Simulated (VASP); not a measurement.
Band structure of ZrN (rock salt). Computed with PBEsol GGA with spin-orbit coupling, VASP's PBE PAW potentials (set 64) (plane waves; VASP 6.6.1).

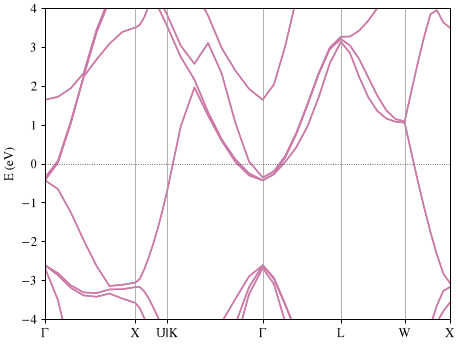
*Bands along high-symmetry lines, zero at the valence-band maximum or, without a gap, the Fermi level*

### Question
Read the plot: is there a gap, and where are the band edges?

### Answer
It has no gap at this level: it comes out as a metal or semimetal.

The compound is ZrN in the rock salt structure. It was relaxed first.
